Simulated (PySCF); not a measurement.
# CH6N2SeSi2: the cost of one run

Programs: PySCF 2.14.0, with routines of our own; each step states its level. All values are computed. Atoms count from 0.

## Step 1: The starting structure

12 atoms, charge 0, multiplicity 1; geometry from: GFN2-xTB.

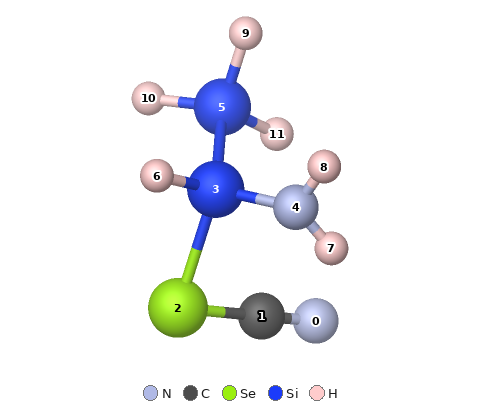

The starting geometry (nitrogen light blue, carbon dark grey, selenium green, silicon blue, hydrogen pink).

## Step 2: Optimising the geometry at PBE0-D3(BJ)/def2-SVP

The job: settings as JSON, then the geometry in Å.

```
{"job": {"xc": "PBE0", "basis": "def2-SVP", "d3": "d3bj", "grid": 1, "maxiter": 30, "shake": 0.01, "kind": "geom"}, "charge": 0, "multiplicity": 1}
N      2.827430    -0.876530    -0.641000
C      2.247520    -0.788450     0.358200
Se     1.336220    -0.635580     1.900640
Si    -0.412660     0.412280     0.779590
N      0.294530     1.851670     0.213260
Si    -1.351470    -1.059380    -0.792020
H     -1.234140     0.805060     1.949070
H      1.267550     1.837540    -0.106160
H     -0.234120     2.539020    -0.283050
H     -2.447160    -0.378470    -1.468830
H     -1.902320    -2.264930    -0.138830
H     -0.351690    -1.470510    -1.779890
```

Started as:

```
$ OMP_NUM_THREADS=1 python heavy_run.py task.json out
```

The driver reads the jobs from task.json and runs them one after another.

Q: Estimate the wall time and peak memory of this first job on 1 thread of Arm Neoverse V2, shared host.

About 3.5 min, with a peak of 0.56 GiB.
